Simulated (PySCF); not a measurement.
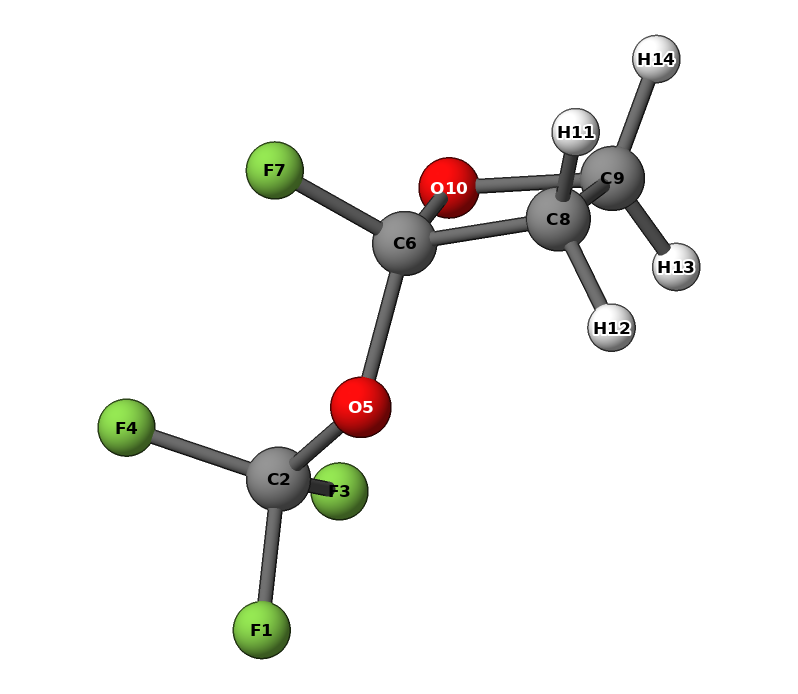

The questions are on isotropic NMR shieldings of the H atoms. Geometry: a frame of a GFN2-xTB molecular-dynamics simulation, not a minimum. Method: GIAO PBE0/pcSseg-1 NMR shielding, non-relativistic, gas phase (PySCF 2.14.0).

Which H atom is the most shielded (lowest chemical shift)?

H11 (28.51 ppm).

Which H atom is the least shielded (highest chemical shift)?

H14 (26.72 ppm).

How wide is the range of H shifts?

1.79 ppm.

List the isotropic NMR shieldings of the H atoms.

| atom | σ (ppm) |
| --- | --- |
| H11 | 28.51 |
| H12 | 27.60 |
| H13 | 27.38 |
| H14 | 26.72 |
